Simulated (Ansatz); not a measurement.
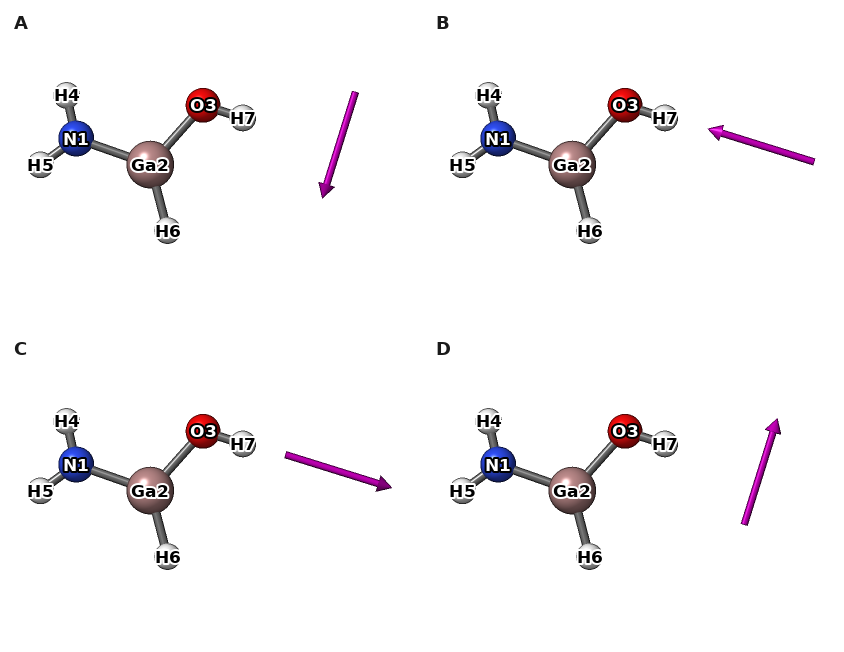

The same molecule four times, each with an arrow. Computed geometry: PBE0-D4/def2-TZVP optimisation. No frequency run is at hand to confirm it as a minimum. Level of theory: RKS ωB97M-V/def2-TZVPP (Ansatz 0.2.0).

### Which arrow points along the dipole moment, from the negative to the positive end?

A. The dipole moment is 1.25 D; it points from the side of O3, H7 to the side of H6 (the outermost atoms at the two ends).
